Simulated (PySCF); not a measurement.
## Atomic calculation for La²⁺

System: La²⁺, configuration 1s2 2s2 2p6 3s2 3p6 3d10 4s2 4p6 4d10 5s2 5p6 6p1, multiplicity 2.
Method: unrestricted HF, x2c-QZVPPall, spin-free X2C-1e, Gaussian nucleus (PySCF).

## Summary

- outcome: converged
- total energy: −8488.5808 hartree
- ⟨S²⟩: 0.750
- ⟨L²⟩: 2.00
- SCF iterations: 9
- hardware: 1 CPU thread, shared host
- CPU time: 14 s (integrals apart)

## Notes

Radii and densities are those of the two-component orbitals, without the picture-change correction, so the innermost s shells come out slightly too small (about 1 % for 1s near Z = 40, more for heavier atoms). This is not the ground configuration of the species.

## Input file
```python
from pyscf import gto, scf, dft, mp, cc
import basis_set_exchange as bse
mol = gto.M(atom="La 0 0 0", charge=2, spin=1, symmetry="D2h",
            basis=gto.basis.parse(bse.get_basis("x2c-QZVPPall", elements=["La"], fmt="nwchem")),
            nucmod="G")
mf = scf.UHF(mol).sfx2c1e()
mf.irrep_nelec = {'Ag': (9, 9), 'B1g': (2, 2), 'B2g': (2, 2), 'B3g': (2, 2), 'B1u': (4, 4), 'B2u': (5, 4), 'B3u': (4, 4)}
mf.kernel()
```

The script is an equivalent of what the driver set up; the driver started from orbitals of its own, so the log can be shorter than this script's would be, and it computed the properties (radii, ⟨L²⟩, response) afterwards. It held the occupations shell by shell, which the script's counts by irreducible representation don't always enforce.

## Log (extracts)
```
damping factor = 0
level_shift factor = 0
DIIS = <class 'pyscf.scf.diis.CDIIS'>
diis_start_cycle = 1
diis_space = 10
diis_damp = 0
SCF conv_tol = 1e-09
SCF conv_tol_grad = None
number electrons alpha = 28  beta = 27
cycle= 1 E= -8488.58081864925  delta_E= -0.000351  |g|= 0.00467  |ddm|= 0.0205
cycle= 2 E= -8488.58083071041  delta_E= -1.21e-05  |g|= 0.00129  |ddm|= 0.0148
cycle= 3 E= -8488.58083253639  delta_E= -1.83e-06  |g|= 0.000333  |ddm|= 0.00482
cycle= 4 E= -8488.58083280952  delta_E= -2.73e-07  |g|= 0.000128  |ddm|= 0.00132
cycle= 5 E= -8488.58083293726  delta_E= -1.28e-07  |g|= 0.000144  |ddm|= 0.000558
cycle= 6 E= -8488.58083291436  delta_E= 2.29e-08  |g|= 0.000139  |ddm|= 9.16e-05
cycle= 7 E= -8488.58083259415  delta_E= 3.2e-07  |g|= 4.35e-05  |ddm|= 0.00203
cycle= 8 E= -8488.5808325633  delta_E= 3.08e-08  |g|= 2.85e-06  |ddm|= 0.000845
cycle= 9 E= -8488.5808325633  delta_E= 7.28e-12  |g|= 5.38e-07  |ddm|= 3.05e-05
converged SCF energy = -8488.5808325633  <S^2> = 0.75009084  2S+1 = 2.0000908
```

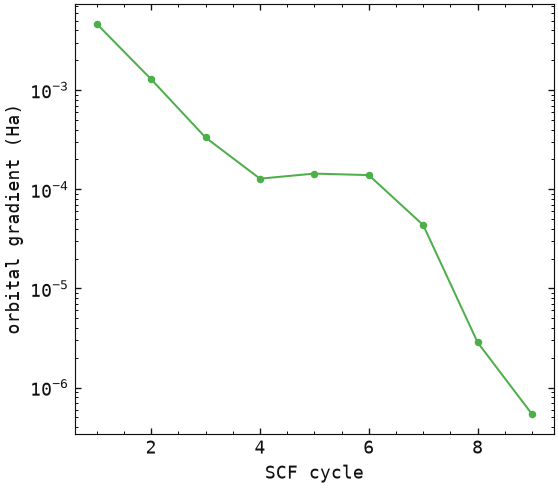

**Figure 1.** Convergence: orbital gradient against the SCF cycle. The residual falls almost steadily, with no more than small rises or pauses. It goes from 0.0047 to 5.4×10⁻⁷ in 9 steps.

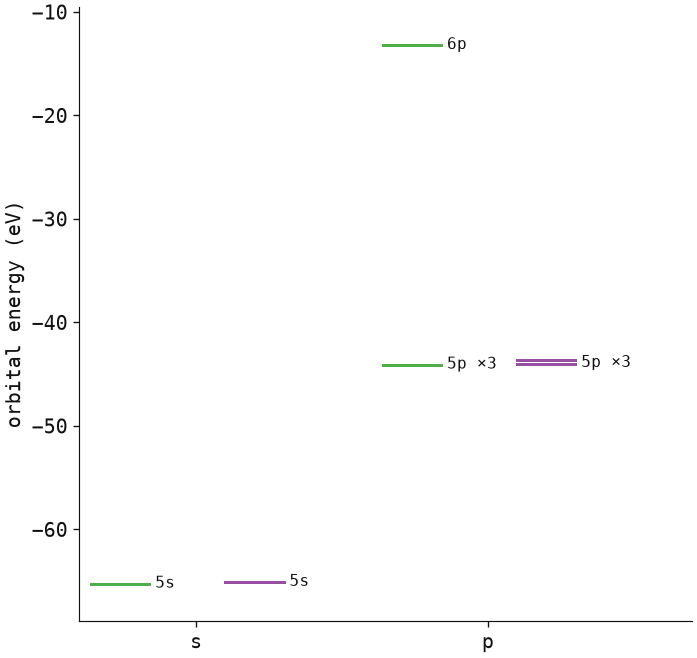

**Figure 2.** Orbital energies of the mean field, from the top down to −65.2 eV, by angular momentum, α spin at the left of each column and β at the right; ×n counts the orbitals under one label. The highest filled orbital is 6p α at −13.2 eV, the lowest empty one s α at −12.5 eV.

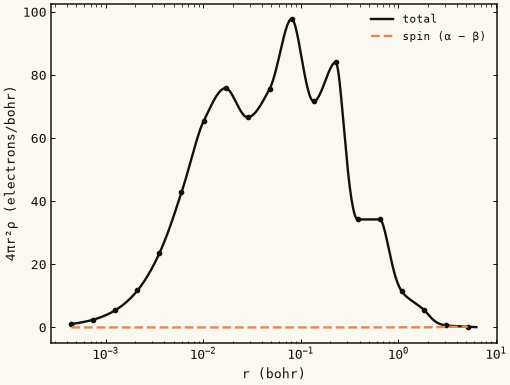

**Figure 3.** Spherically averaged radial density 4πr²ρ of the mean field and its spin part; markers are the stored points, which are sparse, and the line is a monotone interpolation between them. The largest stored value is 97.8 electrons/bohr at r = 0.080 bohr. Root-mean-square radii of the shells: 4s 0.694, 4p 0.737, 4d 0.826, 5s 1.65, 5p 1.88, 6p 4.79 bohr.
